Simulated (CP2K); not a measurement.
# C4H10Si (SMILES C=C(C)C[SiH3]) at GFN2-xTB

Aim: the energy change on altering one bond length of C4H10Si at GFN2-xTB, from 2 runs. 

The results are computed with CP2K 2026.2.

4 further runs of the same task are left out: 4 set aside as unsound or not needed.

## (1) Starting point

C4H10Si: 15 atoms, total charge 0, spin state singlet. SMILES: `C=C(C)C[SiH3]`. The shape comes from a force field and isn't a relaxed structure. This is one conformer, not always the lowest.

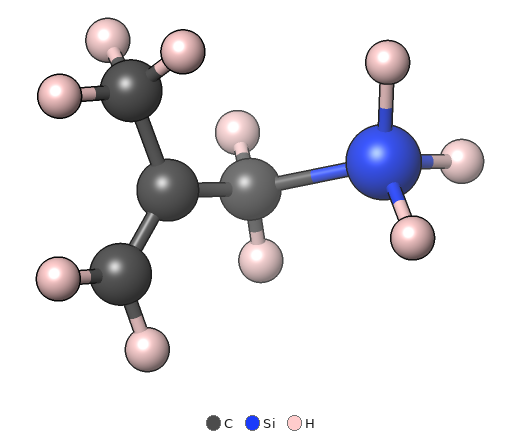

The structure, seen from a chosen angle (carbon dark grey, silicon blue, hydrogen pink).

## (2) Energy and gradient at GFN2-xTB

molecule.xyz

```xyz
15

C      1.048600     1.567000    -0.553500
C      0.650600     0.446200     0.011800
C      0.930700     0.176800     1.446900
C      0.072900    -0.655400    -0.782100
Si    -1.824800    -0.965100    -0.487900
H      1.490700     2.418300    -0.006300
H      0.829300     1.811200    -1.611100
H      0.082100     0.045500     2.028100
H      1.517200     1.018100     1.967200
H      1.582700    -0.723200     1.577000
H      0.111100    -0.476600    -1.831600
H      0.562800    -1.590100    -0.566400
H     -2.116900    -1.282400     0.938800
H     -2.332400    -2.074400    -1.293300
H     -2.626600     0.233200    -0.808400
```

calc.inp

```
&GLOBAL
 PROJECT_NAME calc
 RUN_TYPE ENERGY_FORCE
 PRINT_LEVEL MEDIUM
&END GLOBAL

&FORCE_EVAL
 METHOD Quickstep
 &DFT
  &QS
   METHOD XTB
   EPS_DEFAULT 1.0E-10
   &XTB
    GFN_TYPE TBLITE
    &TBLITE
     METHOD GFN2
    &END TBLITE
    CHECK_ATOMIC_CHARGES F
   &END XTB
  &END QS
  &POISSON
   PERIODIC NONE
   POISSON_SOLVER ANALYTIC
  &END POISSON
  &SCF
   SCF_GUESS ATOMIC
   EPS_SCF 1.0E-07
   MAX_SCF 150
   ADDED_MOS 8
   &DIAGONALIZATION
    ALGORITHM STANDARD
   &END DIAGONALIZATION
   &MIXING
    METHOD DIRECT_P_MIXING
    ALPHA 0.4
   &END MIXING
  &END SCF
  &PRINT
   &MOMENTS
    PERIODIC F
    REFERENCE COM
    MAX_MOMENT 1
   &END MOMENTS
   &MO ON
    ENERGIES T
    OCCUPATION_NUMBERS T
    NDIGITS 6
    &EACH
     QS_SCF 0
    &END EACH
    ADD_LAST NUMERIC
   &END MO
   &HIRSHFELD OFF
   &END HIRSHFELD
  &END PRINT
 &END DFT
 &SUBSYS
  &CELL
   ABC 12.2 12.5 11.9
   PERIODIC NONE
  &END CELL
  &TOPOLOGY
   COORD_FILE_NAME molecule.xyz
   COORD_FILE_FORMAT XYZ
   &CENTER_COORDINATES
   &END CENTER_COORDINATES
  &END TOPOLOGY
 &END SUBSYS
 &PRINT
  &FORCES ON
  &END FORCES
 &END PRINT
&END FORCE_EVAL
```

Started as:

```console
$ OMP_NUM_THREADS=1 cp2k.psmp calc.inp > calc.out
```

The program printed:

```text
CP2K| version string:                                       CP2K version 2026.2
[...]
 GLOBAL| Method name                                                        CP2K
[...]
 GLOBAL| Run type                                                   ENERGY_FORCE
[...]
                             - Atoms:                                         15
[...]
                             - Spherical basis functions:                     35
[...]
 Number of electrons:                                                         30
[...]
  *** SCF run converged in    19 steps ***
[...]
  Fermi energy:                                                -0.23039891930193
[...]
 TB_DIPOLE| Moment [Debye]         -0.67423216      -0.81509283       0.14845627
 TB_DIPOLE| Derivative [a.u.]       0.00000000       0.00000000       0.00000000
[...]
 ENERGY| Total FORCE_EVAL ( QS ) energy [hartree]            -15.350609739629146
 FORCES| Atomic forces [hartree/bohr]
 FORCES|   Atom     x               y               z               |f|
 FORCES|      1 -2.12025931E-03  3.19114307E-02 -1.47056464E-02   3.52007236E-02
 FORCES|      2  1.14816625E-02  1.39251745E-03  1.72026160E-03   1.16930312E-02
 FORCES|      3  5.57538009E-02  1.07906210E-02  1.10176786E-02   5.78473254E-02
 FORCES|      4 -3.11293770E-02 -9.06376782E-03  1.13484333E-02   3.43507924E-02
 FORCES|      5 -1.67485773E-03  6.07997909E-03  1.25553594E-02   1.40502080E-02
 FORCES|      6 -5.35934455E-03 -1.50368773E-02 -4.74651884E-03   1.66541194E-02
 FORCES|      7  4.72528984E-03 -7.04583147E-03  1.44948026E-02   1.67949816E-02
 FORCES|      8 -3.33694988E-02 -7.64512039E-03  1.56467731E-02   3.76403085E-02
 FORCES|      9 -1.47287258E-02 -1.74824455E-02 -1.95459278E-02   3.00768110E-02
 FORCES|     10 -1.06746453E-02  9.46609759E-03 -4.70289360E-03   1.50223921E-02
 FORCES|     11  8.83577002E-03  5.40693549E-03 -1.56006982E-02   1.87266540E-02
 FORCES|     12  6.78973013E-03 -6.48285821E-03  1.52677491E-03   9.51098983E-03
 FORCES|     13  3.68586582E-03  1.01595387E-03 -7.05236509E-03   8.02207096E-03
[...]
```

It took 0.86 s on 1 thread of Intel Xeon Platinum 8488C (Sapphire Rapids), shared host; peak memory 0.19 GiB.

## (3) The distorted shape at the same level

molecule.xyz: that of step 2 with these lines changed.

```diff
@@ -2,3 +2,3 @@
 
-C      1.048600     1.567000    -0.553500
+C      1.446615     2.687842    -1.118821
 C      0.650600     0.446200     0.011800
@@ -7,4 +7,4 @@
 Si    -1.824800    -0.965100    -0.487900
-H      1.490700     2.418300    -0.006300
-H      0.829300     1.811200    -1.611100
+H      1.888715     3.539142    -0.571621
+H      1.227315     2.932042    -2.176421
 H      0.082100     0.045500     2.028100
```

job.inp

```
&force_eval
   method QUICKSTEP
   &dft
      &qs
         method XTB
         eps_default 1.0E-10
         &xtb
            gfn_type TBLITE
            &tblite
               method GFN2
            &end
            check_atomic_charges F
         &end
      &end
      # isolated system
      &poisson
         periodic NONE
         poisson_solver ANALYTIC
      &end
      # SCF settings
      &scf
         scf_guess ATOMIC
         eps_scf 1.0E-07
         max_scf 150
         added_mos 8
         &diagonalization
            algorithm STANDARD
         &end
         &mixing
            method DIRECT_P_MIXING
            alpha 0.4
         &end
      &end
      # extra output
      &print
         &moments
            periodic F
            reference COM
            max_moment 1
         &end
         &mo ON
            energies T
            occupation_numbers T
            ndigits 6
            &each
               qs_scf 0
            &end
            add_last NUMERIC
         &end
         &hirshfeld OFF
         &end
      &end
   &end
   # structure
   &subsys
      &cell
         abc 12.5 13.6 12.2
         periodic NONE
      &end
      &topology
         coord_file_name molecule.xyz
         coord_file_format XYZ
         &center_coordinates
         &end
      &end
   &end
   # extra output
   &print
      &forces ON
      &end
   &end
&end
&global
   project_name job
   run_type ENERGY_FORCE
   print_level MEDIUM
&end
```

Started as:

```console
$ OMP_NUM_THREADS=1 cp2k.psmp -i job.inp > job.out 2>&1
```

The program printed:

```text
CP2K| version string:                                       CP2K version 2026.2
[...]
 GLOBAL| Method name                                                        CP2K
[...]
 GLOBAL| Run type                                                   ENERGY_FORCE
[...]
                             - Atoms:                                         15
[...]
                             - Spherical basis functions:                     35
[...]
 Number of electrons:                                                         30
[...]
  *** SCF run converged in    41 steps ***
[...]
  Fermi energy:                                                -0.29915239559251
[...]
 TB_DIPOLE| Moment [Debye]         -2.21072742      -2.67783930       0.61441533
 TB_DIPOLE| Derivative [a.u.]       0.00000000       0.00000000       0.00000000
[...]
 ENERGY| Total FORCE_EVAL ( QS ) energy [hartree]            -15.052797524198624
 FORCES| Atomic forces [hartree/bohr]
 FORCES|   Atom     x               y               z               |f|
 FORCES|      1  3.21737876E-02 -2.15820463E-02 -6.78141899E-03   3.93309671E-02
 FORCES|      2 -4.05911429E-02  6.41896869E-03  2.86308441E-03   4.11951610E-02
 FORCES|      3  6.69822490E-02  1.22362494E-02 -9.82394116E-03   6.87957652E-02
 FORCES|      4  8.22185038E-03  1.29060814E-02  2.32292981E-02   2.78166506E-02
 FORCES|      5 -5.89251657E-03  9.98881781E-03  1.30536943E-02   1.74613049E-02
 FORCES|      6 -1.57145697E-02  2.03095007E-03 -2.81829432E-03   1.60939505E-02
 FORCES|      7 -9.78555291E-03  6.67614991E-03  1.13503498E-02   1.64060496E-02
 FORCES|      8 -3.39743827E-02 -6.24664660E-03  1.21227250E-02   3.66092848E-02
 FORCES|      9 -1.50979630E-02 -1.58930632E-02 -1.96804092E-02   2.94594035E-02
 FORCES|     10 -9.10805999E-03  4.61475047E-03 -1.09237373E-03   1.02686883E-02
 FORCES|     11  4.54616850E-03  6.92985055E-03 -1.56755721E-02   1.77317240E-02
 FORCES|     12  3.31583647E-03 -1.44362905E-02  2.33154142E-03   1.49945770E-02
 FORCES|     13  4.87320990E-03  6.25757147E-04 -6.58889604E-03   8.21908132E-03
[...]
```

Wall time 0.92 s (1 thread of Intel Xeon Platinum 8488C (Sapphire Rapids), shared host); peak memory 0.19 GiB.

## (4) Outcome

Level: GFN2-xTB.

| quantity | value |
| --- | --- |
| first shape: total energy | -15.35061 Eh |
| first shape: dipole moment (from atomic charges alone) | 1.07 D |
| first shape: HOMO energy | -10.10 eV |
| first shape: LUMO energy | -5.37 eV |
| first shape: HOMO–LUMO gap | 4.72 eV |
| first shape: largest force on an atom | 2.975 eV/Å |
| distorted shape: total energy | -15.05280 Eh |
| distorted shape: dipole moment (from atomic charges alone) | 3.53 D |
| distorted shape: HOMO energy | -8.25 eV |
| distorted shape: LUMO energy | -8.03 eV |
| distorted shape: HOMO–LUMO gap | 0.21 eV |
| distorted shape: largest force on an atom | 3.538 eV/Å |
| energy change with the C1–C2 bond stretched from 1.317 to 2.634 Å | 8.104 eV |

One bond (distorted shape) is far stretched, which a spin-restricted single reference describes badly. With the C1–C2 bond stretched from 1.317 to 2.634 Å the energy rises by 8.10 eV (187 kcal/mol). The first shape isn't relaxed at this level, so the change isn't measured from a minimum. A restricted reference can't describe the breaking bond well at this length. The largest force (first shape) is 2.97 eV/Å: the shape isn't a stationary point for this species at this level. The dipole (first shape) comes from point charges on the atoms alone, without atomic dipoles, so it is partial. The dipole (distorted shape) comes from point charges on the atoms alone, without atomic dipoles, so it is partial.
